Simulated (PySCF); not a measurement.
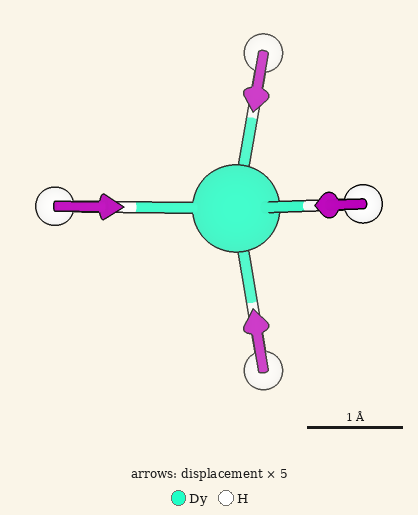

This is a relaxation of DyH₄. The starting structure is drawn; purple arrows show the displacements, 5 times their true length. The two geometries are superimposed by the best rigid fit.

The picture is a ball-and-stick view, seen at a tilt.

Method: RKS PBE0, Dy lcecp-2-SVP with ECP54, H def2-SVP; non-relativistic Hamiltonian with scalar-relativistic core potentials; density fitting (PySCF 2.14.0).

Input
```
mol = gto.M(atom='''
Dy     0.00000     0.00000     0.00000
H      1.18210     1.18210     1.18210
H     -1.18210    -1.18210     1.18210
H      1.18210    -1.18210    -1.18210
H     -1.18210     1.18210    -1.18210''',
    basis={'Dy': 'lcecp-2-SVP', 'H': 'def2-SVP'},
    ecp={'Dy': 'lcecp-2-SVP'},
    charge=0, spin=0)
mf = dft.RKS(mol, xc='PBE0')
mf.grids.atom_grid = (50, 194)  # f atoms: at least (60, 302), unpruned
mf = mf.density_fit()  # Dy AutoAux, H def2-universal-JKFIT
mf.conv_tol = 1e-08; mf.max_cycle = 55
mf.kernel(dm0)
# quasi-Newton relaxation in Cartesian coordinates to a largest gradient under 0.00045 Eh/bohr, steps kept in the point group
```

Launched with:
```bash
OMP_NUM_THREADS=2 python run.py
```

Question: Describe the change and its energy.

Answer: Over 4 geometry steps the energy falls by 45.0 kJ/mol. Largest force component: 0.78 eV/Å at the start, 0.00017 eV/Å at the end. The largest moves after the best rigid fit, 0.16 Å, are those of H2, H3, H4 and H5. Dy stays in place. Near-neighbour distances that change, for instance: Dy1–H2 2.047 → 1.889 Å. Cost: 5.4 s on 2 threads of Arm Neoverse V1, with other jobs on the host, peak memory 0.45 GiB.
